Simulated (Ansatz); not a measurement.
Consider C2H9Al2FN2.

Input file:

```
crystal:
  periodic: [false, false, false]
  atoms:
    - { symbol: C, position_ang: [0.1499, -1.5845, -0.3026] }
    - { symbol: "N", position_ang: [0.6889, -0.2811, 0.1605] }
    - { symbol: Al, position_ang: [2.1537, 0.2157, -0.9964] }
    - { symbol: C, position_ang: [-0.2216, 0.8209, 0.3811] }
    - { symbol: "N", position_ang: [-1.1966, 0.9982, -0.7738] }
    - { symbol: F, position_ang: [0.3641, 2.0193, 0.6316] }
    - { symbol: Al, position_ang: [-1.3347, 0.4958, 2.0731] }
    - { symbol: H, position_ang: [-0.1865, -1.4447, -1.3813] }
    - { symbol: H, position_ang: [0.8539, -2.3398, -0.1921] }
    - { symbol: H, position_ang: [-0.7634, -1.8356, 0.3334] }
    - { symbol: H, position_ang: [3.3681, -0.82, -1.2036] }
    - { symbol: H, position_ang: [2.2257, 1.6495, -1.6814] }
    - { symbol: H, position_ang: [-0.6891, 1.1206, -1.6506] }
    - { symbol: H, position_ang: [-1.8651, 0.1977, -0.8413] }
    - { symbol: H, position_ang: [-1.2688, 1.5176, 3.2816] }
    - { symbol: H, position_ang: [-2.3015, -0.7523, 2.2062] }
basis:
  gaussian: { orbitals: "6-31G" }
hamiltonian:
  xc: pbe0
relax:
  f_tol: 0.015
  max_steps: 40
output:
  orbitals: {}
```

Command:

```sh
ansatz run input.yaml --threads 1 --pin off --max-ram 2048MiB --backend cpu --events-out ev --progress --plain --runs-dir out
```

The fields are those of the relaxed geometry.

Theory: RKS PBE0/6-31G (Ansatz).

> Predict the electron density and electron localisation function between the atoms.

Al–N (1.83 Å): ρ at the midpoint is about 0.69 e/Å³; the ELF peaks at about 0.90 in the valence shell of N, 0.7 Å from its nucleus, and is about 0.60 at the midpoint.
C–N (1.47 Å): the density is about 1.7 e/Å³ at the midpoint; the ELF peaks at about 0.90 between the atoms (a covalent bond).

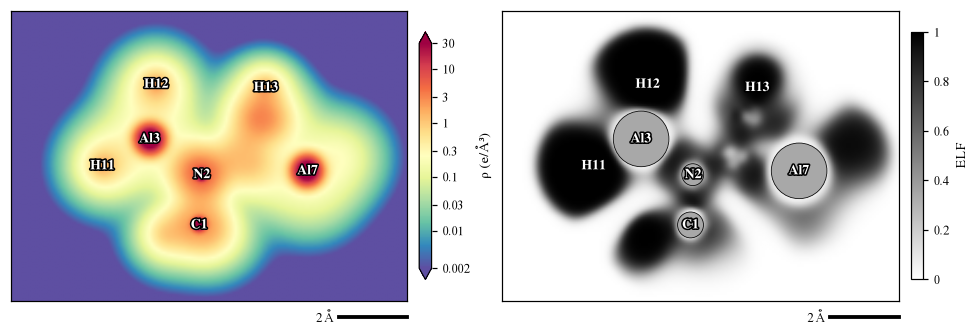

Computed electron density and electron localisation function on the plane of atoms N2, Al3 and H12, in this order. Grey discs cover the atomic cores in the ELF map. 
